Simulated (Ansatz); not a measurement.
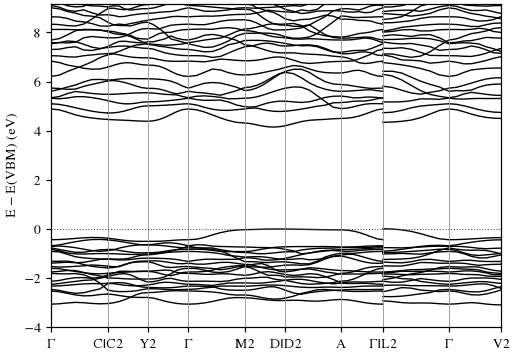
Figure: Band structure from DFT-LDA in the program Ansatz with PAW potentials

### Question
Read off the gap and where the band edges lie.

### Answer
About 4.1 eV (4.14 eV by a search for the band edges); maximum at L2, minimum on the M2–D line, 70 % of the way from M2.

The material is Sr3Se2Cl2O6 in space group C2 (No. 5; Pearson symbol mS26).

The workflow started from a Materials Project entry (that database holds measured and hypothetical structures alike); the Crystallography Open Database copy checked does not list it. Its standing as an ambient phase is unchecked. Symmetry was held in the LDA relaxation; whether a distortion lowers the energy is not shown. Spin–orbit coupling is left out wherever it is not named.

Potentials: the later of the program's two PAW sets.
